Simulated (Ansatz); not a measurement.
CH4SSi: several calculations on one system

### Relaxation

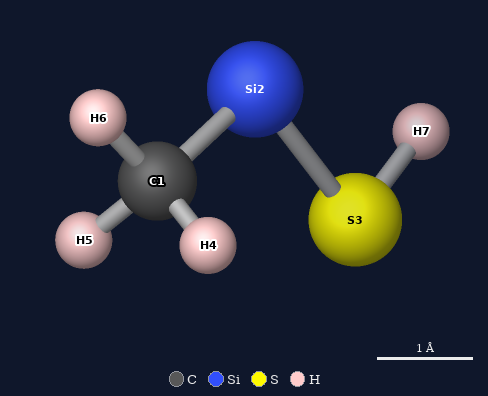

Starting structure of CH4SSi (coarse preliminary run). A ball-and-stick model, seen from a free direction.

The calculation used RKS PBE-D4/def2-SVP (Ansatz).

Input file:
```yaml
crystal:
  periodic: [false, false, false]
  atoms:
    - {symbol: C, position_ang: [-0.860100, 0.607000, -0.241300]}
    - {symbol: Si, position_ang: [0.302000, -0.055400, 0.940700]}
    - {symbol: S, position_ang: [1.623500, -1.342200, -0.129900]}
    - {symbol: H, position_ang: [-1.416100, -0.124100, -0.747300]}
    - {symbol: H, position_ang: [-0.407900, 1.226400, -1.052400]}
    - {symbol: H, position_ang: [-1.615600, 1.333300, 0.250800]}
    - {symbol: H, position_ang: [2.435400, -1.713000, 0.933600]}
basis:
  gaussian: {orbitals: def2-SVP}
hamiltonian: {xc: pbe, dispersion: d4}
relax: {f_tol: 0.03, max_steps: 250}
```

> What does the optimiser find from here?

The optimiser took 23 steps. The atom that moves furthest after the best rigid fit is Si2 (0.47 Å). Largest moves by element: Si 0.47 Å, S 0.38 Å, H 0.30 Å, C 0.04 Å. Among the contacts that change: C1–Si2 1.785 → 1.925 Å, C1–H4 1.049 → 1.109 Å, C1–H6 1.158 → 1.112 Å, Si2–S3 2.133 → 2.162 Å. Among the angles between lasting bonds that change: C1–Si2–S3 107.2° → 95.7°, Si2–C1–H5 115.0° → 106.5°, H4–C1–H5 104.5° → 107.9°. Groups turn about C1–Si2 by about 40°.

Final geometry:

```xyz
7

C    -0.8373    0.6250   -0.2707
Si    0.6071    0.3007    0.9604
S     1.3081   -1.5045   -0.0016
H    -1.1767   -0.2327   -0.8868
H    -0.4901    1.4286   -0.9629
H    -1.7071    1.0506    0.2753
H     2.3573   -1.7356    0.8405
```

The end point in the same view:

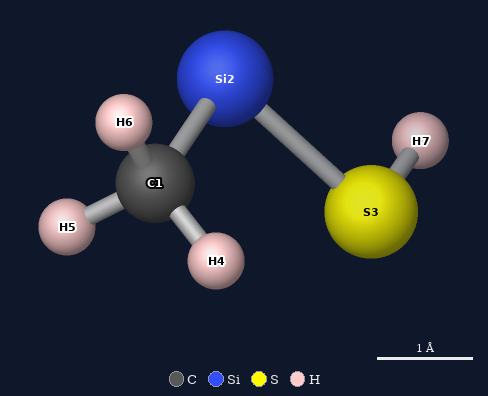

### Relaxation

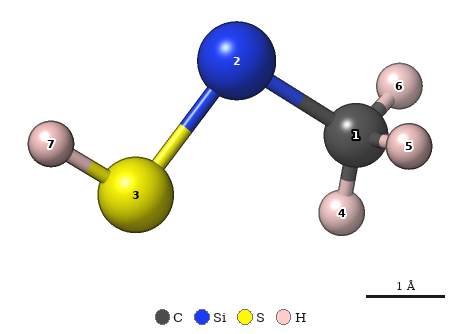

This is the input geometry for a relaxation of CH$_{4}$SSi. Style: ball-and-stick. Shown at a tilt.

These are results of RKS PBE0-D4/def2-TZVP (Ansatz), not measurements.

The input:
```yaml
crystal:
  periodic: [false, false, false]
  atoms:
    - {symbol: C, position_ang: [-0.833514, 0.629557, -0.271870]}
    - {symbol: Si, position_ang: [0.587957, 0.278957, 0.978662]}
    - {symbol: S, position_ang: [1.310961, -1.502013, -0.011807]}
    - {symbol: H, position_ang: [-1.159257, -0.214018, -0.914218]}
    - {symbol: H, position_ang: [-0.474977, 1.449724, -0.938285]}
    - {symbol: H, position_ang: [-1.714465, 1.040773, 0.267268]}
    - {symbol: H, position_ang: [2.344494, -1.750980, 0.844450]}
basis:
  gaussian: {orbitals: def2-TZVP}
hamiltonian: {xc: pbe0, dispersion: d4}
relax: {f_tol: 0.005, max_steps: 200}
```

> Predict the outcome.

The energy falls by 0.034 eV in 13 accepted moves (14 points after the start). Largest force component: 0.53 eV/Å at the start, 0.0037 eV/Å at the end. The line search rejected the trial step at point 10 of the run. The largest move after the best rigid fit is that of H5, 0.095 Å. Largest moves by element: H 0.095 Å, Si 0.091 Å, S 0.065 Å, C 0.016 Å. Among the contacts that change: Si2–S3 2.162 → 2.131 Å, C1–Si2 1.925 → 1.900 Å, S3–H7 1.365 → 1.344 Å, C1–H5 1.116 → 1.099 Å. The run took about 60 core-seconds on a shared host.

History of the run:

```
step  E − E(0), eV  largest force component, eV/Å      note
   0        0.0000                         0.5272          
   1       -0.0297                         0.2086          
   2       -0.0319                         0.0885          
   3       -0.0334                         0.0256          
   4       -0.0334                         0.0078          
   5       -0.0334                         0.0108          
   6       -0.0334                         0.0056          
   7       -0.0335                         0.0253          
   8       -0.0336                         0.0343          
   9       -0.0336                         0.0387          
  10       -0.0336                         0.0587  rejected
  11       -0.0337                         0.0243          
  12       -0.0337                         0.0071          
  13       -0.0337                         0.0088          
  14       -0.0337                         0.0037
```

The structure at the end:

```xyz
7

C    -0.8329    0.6199   -0.2593
Si    0.5242    0.2214    1.0097
S     1.3281   -1.4476   -0.0439
H    -1.1826   -0.2183   -0.8656
H    -0.4163    1.3751   -0.9400
H    -1.6868    1.0889    0.2369
H     2.3275   -1.7074    0.8165
```

After the run, drawn alike:

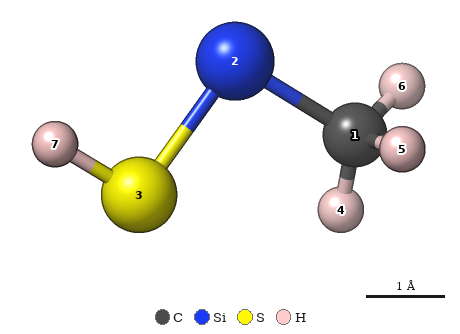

### Scan

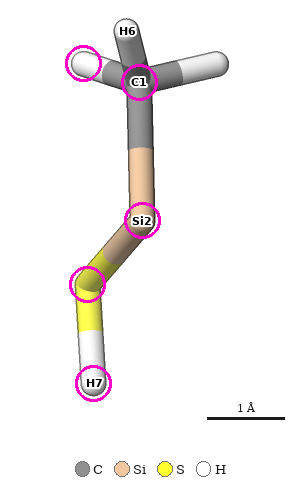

Energy scan for CH4SSi, in which the H4–C1–Si2 angle and the C1–Si2–S3–H7 dihedral angle are varied on a grid, with the rest of the molecule carried along rigidly. The picture shows the minimum geometry. The ringed atoms are those of the scanned coordinate. Style: stick. Shown almost along the central bond, with a slight tilt.

Computed with Ansatz: CCSD(T), basis def2-TZVPP, on geometries moved rigidly from the minimum at PBE0-D4/def2-TZVP. Coupled cluster with a frozen core. Energies are counted from the PBE0-D4/def2-TZVP minimum geometry at the same level.

Input file:
```yaml
crystal:
  periodic: [false, false, false]
  atoms:
    - {symbol: C, position_ang: [-0.832860, 0.619891, -0.259256]}
    - {symbol: Si, position_ang: [0.524565, 0.221719, 1.009429]}
    - {symbol: S, position_ang: [1.327947, -1.447788, -0.043825]}
    - {symbol: H, position_ang: [-1.182890, -0.218473, -0.865180]}
    - {symbol: H, position_ang: [-0.416463, 1.374828, -0.940392]}
    - {symbol: H, position_ang: [-1.686630, 1.089224, 0.237039]}
    - {symbol: H, position_ang: [2.327530, -1.707400, 0.816385]}
basis:
  gaussian: {orbitals: def2-TZVPP}
correlation: {method: ccsd_t}
```

Q: What energies does the calculation give on a grid with rows 86.0, 96.0, 106.0, 116.0, 126.0, 136.0, 146.0 and columns 2.6, 54.0, 105.4, 156.8, 208.3, 259.7, 311.1 (H4–C1–Si2 angle (°); C1–Si2–S3–H7 dihedral angle (°))?

A: Rows: H4–C1–Si2 angle (°); columns: C1–Si2–S3–H7 dihedral angle (°); values in kcal/mol.

```tsv
	2.6	54.0	105.4	156.8	208.3	259.7	311.1
86.0	16.6	23.3	27.8	15.4	16.5	28.6	23.0
96.0	9.1	16.5	20.7	7.9	9.3	21.8	15.4
106.0	4.5	12.6	16.7	3.3	5.1	18.0	10.9
116.0	3.1	11.8	15.6	1.8	4.0	17.1	9.4
126.0	4.8	13.9	17.5	3.3	5.9	19.2	11.0
136.0	9.5	19.0	22.2	7.9	10.7	24.3	15.6
146.0	17.3	27.0	29.9	15.3	18.6	32.3	23.2
```

In pairs of (H4–C1–Si2 angle (°); C1–Si2–S3–H7 dihedral angle (°)): the lowest computed point lies at (116.0, 156.8) (1.8 kcal/mol), the highest at (146.0, 259.7) (32.3 kcal/mol). At 50 of the 50 structures the mean-field solution behind CCSD(T) isn't stable (a lower one of broken symmetry exists), so those energies are less reliable.
